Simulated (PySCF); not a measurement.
## Two runs on C2H7BF2O

System: C2H7BF2O.
Method of run A: GIAO PBE0/STO-3G NMR shielding, non-relativistic, gas phase (PySCF 2.14.0).

The geometry comes from this level: PBE0-D3(BJ)/def2-SVP. Text and figures count atoms from 1; the logs count them from 0 in places.

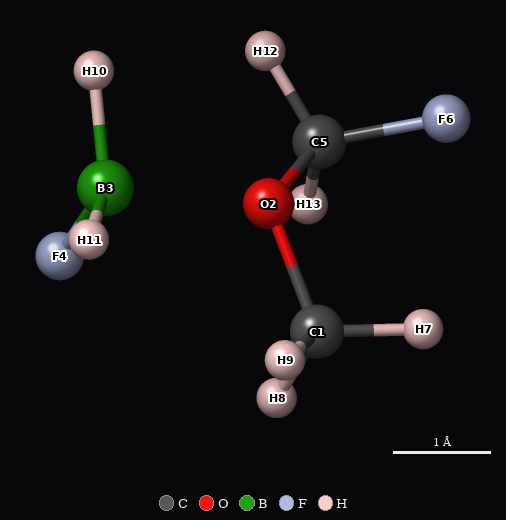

The input geometry (ball-and-stick view, seen at a tilt; atoms are numbered from 1 in the order of the input). Sticks are drawn by distance; a stretched bond gets none, so the picture shows separate pieces. Bond lengths as drawn: B–F 1.38 Å, B–H 1.22 Å, C–F 1.35 Å, C–H 1.09 to 1.10 Å and C–O 1.41 to 1.43 Å.

Input, run A:
```
{"job": {"kind": "nmr", "xc": "PBE0", "basis": "STO-3G", "pop": true}, "charge": 0, "multiplicity": 1}
C     -1.152981    -0.788636    -0.097953
O      0.008162    -0.006505    -0.395392
B      1.470303    -0.642059     0.202655
F      1.322548    -0.488079     1.561755
C     -0.148086     1.373502    -0.175164
F     -1.033600     1.861541    -1.066166
H     -2.017668    -0.336171    -0.598390
H     -1.300416    -0.833444     0.991423
H     -0.961754    -1.791170    -0.493308
H      2.275007     0.113225    -0.316876
H      1.401009    -1.788793    -0.203022
H      0.845698     1.812698    -0.332009
H     -0.522262     1.555123     0.846407
```

The first line tells a small driver script what to run in PySCF; the rest is the geometry in Å.

Command:
```bash
OMP_NUM_THREADS=1 python <driver script> task.json out
```

Hardware: 1 CPU thread, shared host.

Output (run A):
```
coarse grid: 10856 points
cycle   1  E = -374.5884105020  dE =  6.265e-01  |g| = 5.597e-01  |ddm| = 4.152e+00
cycle   2  E = -374.6017038429  dE = -1.329e-02  |g| = 5.866e-01  |ddm| = 1.577e+00
cycle   3  E = -374.7040849798  dE = -1.024e-01  |g| = 4.840e-02  |ddm| = 7.667e-01
cycle   4  E = -374.7046146024  dE = -5.296e-04  |g| = 2.341e-02  |ddm| = 8.811e-02
cycle   5  E = -374.7047766238  dE = -1.620e-04  |g| = 1.846e-03  |ddm| = 3.150e-02
cycle   6  E = -374.7047777514  dE = -1.128e-06  |g| = 4.915e-04  |ddm| = 3.141e-03
final grid: 105648 points
cycle   7  E = -374.6641851791  dE = -9.262e-06  |g| = 7.167e-03  |ddm| = 1.882e-02
cycle   8  E = -374.6641837440  dE =  1.435e-06  |g| = 7.575e-03  |ddm| = 1.694e-02
cycle   9  E = -374.6641996256  dE = -1.588e-05  |g| = 5.074e-04  |ddm| = 8.916e-03
cycle  10  E = -374.6641997070  dE = -8.131e-08  |g| = 6.484e-05  |ddm| = 7.531e-04
cycle  11  E = -374.6641997084  dE = -1.423e-09  |g| = 1.238e-05  |ddm| = 1.098e-04
cycle  12  E = -374.6641997084  dE = -6.571e-11  |g| = 2.950e-06  |ddm| = 2.592e-05
converged SCF energy = -374.6641997084

GIAO shielding tensors (ppm)
atom      isotropic    diamagn.    paramagn.     s11        s22        s33       span
  0 C      182.139     248.419     -66.280    155.257    163.217    227.944     72.686
  1 O      370.481     375.522      -5.040    335.238    376.999    399.208     63.970
  2 B      114.221     200.084     -85.863     94.579    109.794    138.290     43.711
  3 F      410.653     455.793     -45.140    248.300    340.740    642.920    394.620
  4 C      151.419     251.448    -100.029    115.437    154.535    184.285     68.848
  5 F      423.129     453.089     -29.960    363.702    402.195    503.488    139.786
  6 H       30.165      30.512      -0.347     24.846     29.126     36.522     11.676
  7 H       30.214      31.224      -1.010     26.186     28.564     35.893      9.707
  8 H       29.680      30.538      -0.858     25.111     27.324     36.604     11.493
  9 H       30.313      32.982      -2.669     26.914     29.281     34.745      7.831
 10 H       30.261      32.941      -2.680     26.753     29.265     34.765      8.012
 11 H       28.629      30.732      -2.103     23.643     28.421     33.822     10.179
 12 H       29.569      31.336      -1.768     25.541     28.839     34.326      8.785
```

Run B used a changed input.

The two runs side by side:

| quantity | run A | run B |
| --- | --- | --- |
| outcome | converged | converged |
| total energy (hartree) | −374.664200 | −378.933462 |
| HOMO (eV) | −3.78 | −7.88 |
| LUMO (eV) | 5.91 | 1.69 |
| dipole moment (D) | 4.04 | 3.57 |
| shielding of C1 (ppm) | 182.1 | 132.6 |
| shielding of O2 (ppm) | 370.5 | 272.9 |
| shielding of B3 (ppm) | 114.2 | 86.2 |
| shielding of F4 (ppm) | 410.7 | 346.5 |
| shielding of C5 (ppm) | 151.4 | 79.8 |
| shielding of F6 (ppm) | 423.1 | 380.8 |
| shielding of H10 (ppm) | 30.3 | 28.0 |
| SCF iterations | 12 | 13 |
| basis functions | 37 | 68 |
| wall time (shared host) | 2.8 s | 4.9 s |

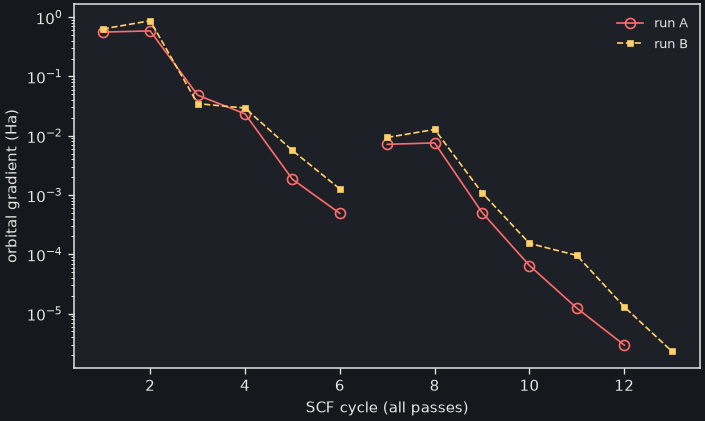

Convergence of the two runs: orbital gradient against the SCF cycle. A break in a curve parts two SCF passes (coarse and final grid). Run A takes 12 cycles in all, and run B takes 13.

What was changed in the input?

The change (lines with − go, lines with + come):
```diff
-"basis": "STO-3G"
+"basis": "pcSseg-0"
```

The total energy of run B is 2679.0 kcal/mol lower, which measures the change of basis and not a stability. The HOMO goes from −3.78 to −7.88 eV. The LUMO goes from 5.91 to 1.69 eV. The dipole moment goes from 4.04 to 3.57 D. Of all shieldings, the largest change is that of O2, by −97.6 ppm. The SCF takes 13 iterations against 12. The basis functions go from 37 to 68.

Output (run B):
```
coarse grid: 10856 points
cycle   1  E = -378.9309672708  dE =  5.129e-01  |g| = 6.328e-01  |ddm| = 3.109e+00
cycle   2  E = -378.8866565842  dE =  4.431e-02  |g| = 8.688e-01  |ddm| = 1.371e+00
cycle   3  E = -379.0063329800  dE = -1.197e-01  |g| = 3.481e-02  |ddm| = 7.518e-01
cycle   4  E = -379.0064549000  dE = -1.219e-04  |g| = 2.928e-02  |ddm| = 5.479e-02
cycle   5  E = -379.0066052341  dE = -1.503e-04  |g| = 5.648e-03  |ddm| = 2.412e-02
cycle   6  E = -379.0066111564  dE = -5.922e-06  |g| = 1.270e-03  |ddm| = 5.715e-03
final grid: 105648 points
cycle   7  E = -378.9334472695  dE = -2.487e-05  |g| = 9.364e-03  |ddm| = 2.002e-02
cycle   8  E = -378.9334356626  dE =  1.161e-05  |g| = 1.276e-02  |ddm| = 1.752e-02
cycle   9  E = -378.9334621298  dE = -2.647e-05  |g| = 1.093e-03  |ddm| = 9.892e-03
cycle  10  E = -378.9334623913  dE = -2.616e-07  |g| = 1.530e-04  |ddm| = 1.190e-03
cycle  11  E = -378.9334623948  dE = -3.434e-09  |g| = 9.597e-05  |ddm| = 2.206e-04
cycle  12  E = -378.9334623962  dE = -1.409e-09  |g| = 1.301e-05  |ddm| = 6.932e-05
cycle  13  E = -378.9334623962  dE = -4.025e-11  |g| = 2.331e-06  |ddm| = 1.585e-05
converged SCF energy = -378.9334623962

GIAO shielding tensors (ppm)
atom      isotropic    diamagn.    paramagn.     s11        s22        s33       span
  0 C      132.600     250.474    -117.875     94.901    111.765    191.133     96.232
  1 O      272.905     401.796    -128.891    200.843    283.423    334.447    133.604
  2 B       86.220     190.717    -104.496     69.333     90.325     99.003     29.670
  3 F      346.521     472.931    -126.410    239.511    262.316    537.737    298.226
  4 C       79.784     246.081    -166.297     56.937     76.073    106.343     49.405
  5 F      380.770     470.603     -89.833    298.591    345.616    498.104    199.513
  6 H       28.759      29.522      -0.763     23.750     27.825     34.702     10.952
  7 H       29.013      29.620      -0.607     24.537     27.647     34.855     10.318
  8 H       28.552      29.597      -1.045     24.350     26.663     34.643     10.293
  9 H       27.956      30.626      -2.669     24.760     27.275     31.835      7.075
 10 H       28.008      30.641      -2.633     24.850     27.204     31.971      7.121
 11 H       26.408      28.787      -2.379     21.378     27.491     30.356      8.977
 12 H       27.468      28.780      -1.312     22.515     28.743     31.146      8.631
```
